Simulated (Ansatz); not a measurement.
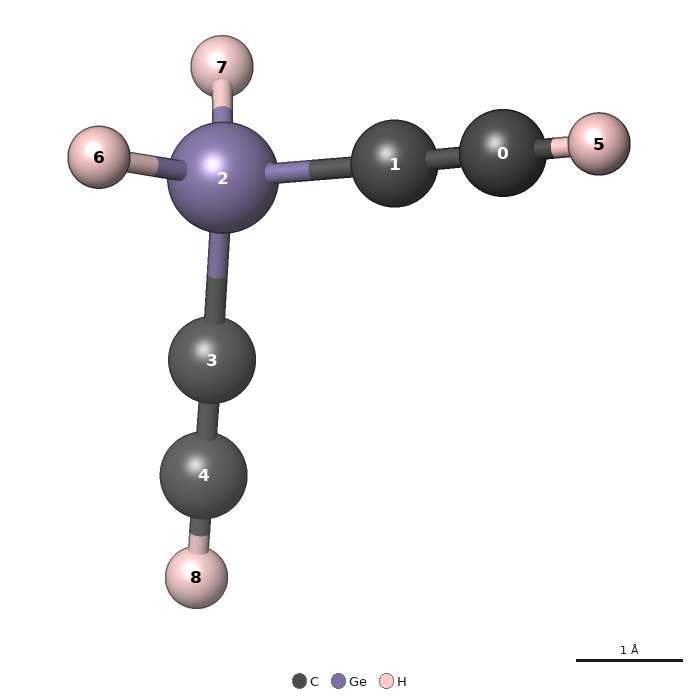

The structure as it stands in the input. Atoms are numbered from 0, in the order of the input.

Input file:

```yaml
crystal:
  periodic: [false, false, false]
  atoms:
    - {symbol: C, position_ang: [1.318253, 0.018503, 2.307891]}
    - {symbol: C, position_ang: [0.953845, -0.261627, 1.194682]}
    - {symbol: Ge, position_ang: [0.397745, -0.721853, -0.559409]}
    - {symbol: C, position_ang: [-1.026743, 0.423849, -1.065461]}
    - {symbol: C, position_ang: [-1.932808, 1.143156, -1.400339]}
    - {symbol: H, position_ang: [1.638463, 0.268883, 3.293257]}
    - {symbol: H, position_ang: [1.568823, -0.527088, -1.526392]}
    - {symbol: H, position_ang: [-0.094919, -2.171553, -0.567448]}
    - {symbol: H, position_ang: [-2.734358, 1.781530, -1.693881]}
basis:
  gaussian: {orbitals: cc-pVTZ-DK}
hamiltonian: {xc: {name: wB97}, pseudopotentials: {relativity: none}}
scf: {lower_state_search: light}
```

Command:

```sh
ansatz run in.yaml --threads 4 --pin off --events-out ev --progress --plain --max-ram 10444MiB
```

What the program printed:

```
Functional definition: wB97
  name "wB97"
  cite "Chai & Head-Gordon, J. Chem. Phys. 128, 084106 (2008) doi:10.1063/1.2834918"
  cite "Becke, J. Chem. Phys. 107, 8554 (1997) doi:10.1063/1.475007"
  parameter omega = 0.4/bohr
  parameter cx1 = 1.13116
  parameter cx2 = -2.74915
  parameter cx3 = 12.0900
  parameter cx4 = -5.71642
  parameter css1 = -2.55352
  parameter css2 = 11.8926
  parameter css3 = -26.9452
  parameter css4 = 17.0927
  parameter cos1 = 3.99051
  parameter cos2 = -17.0066
  parameter cos3 = 1.07292
  parameter cos4 = 8.88211
  # The coefficients of nought are those of the uniform gas.
  exchange = spin_sum(e_x_unif_sr(omega)*poly(b97_u_x, 1, cx1, cx2, cx3, cx4)) + exact_x_lr(omega)
  correlation = spin_sum(e_c_pw_same_spin*poly(b97_u_same, 1, css1, css2, css3, css4))
      + integral(e_c_pw_opposite_spin*poly(b97_u_opposite, 1, cos1, cos2, cos3, cos4))
1273 factors; their error is unknown
378 factors; integrals over basis functions are off by at most 4.9e-5 eV
mean field evaluation 1: about -60378.2420 eV, gradient 4.6e1 eV
mean field evaluation 2: about -60380.8584 eV, gradient 3.1e1 eV
mean field evaluation 4: about -60382.5008 eV, gradient 1.6e0 eV
mean field evaluation 8: about -60382.5110 eV, gradient 1.9e-2 eV
mean field evaluation 16: about -60382.4931 eV, gradient 5.9e-5 eV
mean field -60382.49313349 eV, -2219.0156939320 hartree, gradient 1.9e-5 eV, S^2 0.000000; 0 other end points of the search recorded, 0 dependent functions left out
reference -60382.49312201 eV, -2219.0156935100 hartree; 30, 30 occupied and 189, 189 virtual orbitals, 1273 factors
WARN: the results are in doubt because the basis set is contracted for relativity, which is off
Total energy: -60382.49312201 eV, -2219.0156935100 hartree
In doubt: the basis set is contracted for relativity, which is off
```

The run converged.
